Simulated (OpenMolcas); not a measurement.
Excited-state calculation of BHF

BHF, multiplicity 2, SMILES [BH]F, set up with CASPT2/ANO-RCC-VDZ, DKH2 (OpenMolcas 26.06).

The geometry comes from this level: GFN2-xTB.

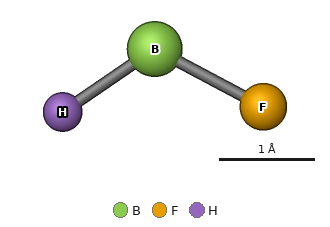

Figure 1. The structure as given in the input (ball-and-stick view, seen on its broad side).

## Input
```
* BFH CASPT2

&GATEWAY
 Coord
 3
 angstrom
 B       -0.347240       0.178010      -0.180220
 F        0.618220       0.814090       0.429940
 H       -0.270980      -0.992100      -0.249720
 Basis = ANO-RCC-VDZ
 Group = NoSym

&SEWARD

&RASSCF
 FileOrb = $CurrDir/step2.RasOrb
 Spin = 2
 Nactel = 3 0 0
 Inactive = 6
 Ras2 = 3
 CIRoot = 11 11 1
 OrbListing = Nothing
 OrbAppear = Compact

&CASPT2
 Multistate = all
```

Run on 1 thread of Arm Neoverse V2, 24 GiB of memory available, shared host.

Launched with:
```bash
export MOLCAS_MEM=1860
pymolcas step15.input > step15.log
```

## Output
```
--- Start Module: gateway ---

                                              &GATEWAY

                       available to each process: 1.9 GB of memory, 1 thread

++    Symmetry information:
      ---------------------

                    Character Table for C1

                             E
                    a        1  x, y, xy, Rz, z, xz, Ry, yz, Rx, I
--

++    Basis set information:
      ----------------------

      Basis set label: B.ANO-RCC...3S2P.

      Electronic valence basis set:
      ------------------
      Associated Effective Charge   5.000000 au
      Associated Actual Charge      5.000000 au
      Nuclear Model: Point charge

      Shell  nPrim  nBasis  Cartesian Spherical Contaminant
         s      14       3        X
         p       9       2        X

      Basis set label: F.ANO-RCC...3S2P.

      Electronic valence basis set:
      ------------------
      Associated Effective Charge   9.000000 au
      Associated Actual Charge      9.000000 au
      Nuclear Model: Point charge

      Shell  nPrim  nBasis  Cartesian Spherical Contaminant
         s      14       3        X
         p       9       2        X

      Basis set label: H.ANO-RCC...2S.

      Electronic valence basis set:
      ------------------
      Associated Effective Charge   1.000000 au
      Associated Actual Charge      1.000000 au
      Nuclear Model: Point charge

      Shell  nPrim  nBasis  Cartesian Spherical Contaminant
         s       8       2        X
--

++    Molecular structure info:
      -------------------------

                    ************************************************
                    **** Cartesian Coordinates / bohr, angstrom ****
                    ************************************************

     Center  Label                x              y              z                     x              y              z
        1      B1              -0.656188       0.336390      -0.340566             -0.347240       0.178010      -0.180220
        2      F2               1.168266       1.538407       0.812469              0.618220       0.814090       0.429940
        3      H3              -0.512078      -1.874797      -0.471902             -0.270980      -0.992100      -0.249720

                    ***************************************
                    *    InterNuclear Distances / bohr    *
                    ***************************************

               1 B1            2 F2            3 H3
    1 B1       0.000000
    2 F2       2.470419        0.000000
    3 H3       2.219767        4.015362        0.000000

                    *******************************************
                    *    InterNuclear Distances / angstrom    *
                    *******************************************

               1 B1            2 F2            3 H3
    1 B1       0.000000
    2 F2       1.307290        0.000000
    3 H3       1.174650        2.124838        0.000000

                    **************************************
                    *    Valence Bond Angles / degree    *
                    **************************************
                          Atom centers                 Phi
                      2 F2       1 B1       3 H3       117.67
--

            Nuclear Potential Energy             22.70941201 au

--- Stop Module: gateway /rc=_RC_ALL_IS_WELL_ ---

--- Start Module: seward ---

                                              &SEWARD

                       available to each process: 1.9 GB of memory, 1 thread

               SEWARD will generate:
                  Multipole Moment integrals up to order  2
                  Kinetic Energy integrals
                  Nuclear Attraction integrals (point charge)
                  One-Electron Hamiltonian integrals
                  Velocity integrals
                  Relativistic Douglas-Kroll-Hess integrals:
                    - Parametrization         : EXP
                    - DKH order of Hamiltonian: 2
                    - DKH order of Properties : 0
                         - multipole moment operators
                         - electric potential operators
                         - contact operators
                  Orbital angular momentum around (  0.4661   1.0008   0.3615 )
                  Velocity quadrupole around (  0.4661   1.0008   0.3615 )
                  Atomic mean-field integrals
                  Two-Electron Repulsion integrals

                   Integrals are discarded if absolute value <: 1.00E-14
                   Integral cutoff threshold is set to       <: 1.00E-16

            Nuclear Potential Energy             22.70941201 au

      Basis set specifications :
      Symmetry species         a
      Basis functions           20

--- Stop Module: seward /rc=_RC_ALL_IS_WELL_ ---

--- Start Module: rasscf ---

                                              &RASSCF

                       available to each process: 1.9 GB of memory, 1 thread

      Header of the ONEINT file:
      --------------------------

      OrdInt status: non-squared

      Cartesian coordinates in angstrom:
      -----------------------------------------------------
      No.  Label        X            Y            Z
      -----------------------------------------------------
       1   B1        -0.34724000   0.17801000  -0.18022000
       2   F2         0.61822000   0.81409000   0.42994000
       3   H3        -0.27098000  -0.99210000  -0.24972000
      -----------------------------------------------------
      Nuclear repulsion energy =   22.70941201

++    Wave function specifications:
      -----------------------------

      Number of closed shell electrons          12
      Number of electrons in active shells       3
      Max number of holes in RAS1 space          0
      Max nr of electrons in RAS3 space          0
      Number of inactive orbitals                6
      Number of active orbitals                  3
      Number of secondary orbitals              11
      Spin quantum number                      0.5
      State symmetry                             1
--

++    Orbital specifications:
      -----------------------

      Symmetry species                           1
                                                 a
      Frozen orbitals                            0
      Inactive orbitals                          6
      Active orbitals                            3
      RAS1 orbitals                              0
      RAS2 orbitals                              3
      RAS3 orbitals                              0
      Secondary orbitals                        11
      Deleted orbitals                           0
      Number of basis functions                 20
--

++    CI expansion specifications:
      ----------------------------

      Number of CSFs                             8
      Number of determinants                     9
      Number of root(s) required                11
      Root chosen for geometry opt.             11
      CI roots used                              1     2     3     4     5     6     7     8     9    10
                                                11
      weights                                0.091 0.091 0.091 0.091 0.091 0.091 0.091 0.091 0.091 0.091
                                             0.091
      highest root included in the CI           11
      max. size of the explicit Hamiltonian      8
--
 ************ ERROR ***********
  You can't ask for more roots
  than there are configurations
 ******************************

--- Stop Module: rasscf /rc=_RC_INPUT_ERROR_ ---

.####################.
.# User input error #.
.####################.

    Timing: Wall=0.99 User=0.69 System=0.30
```

## What the run reported

| quantity | value |
| --- | --- |
| outcome | refused by the program |
| basis functions | 20 |

## Diagnosis

Some settings of this run were drawn to be unusual or wrong (toomany set to true (from default)). The program refused the input.
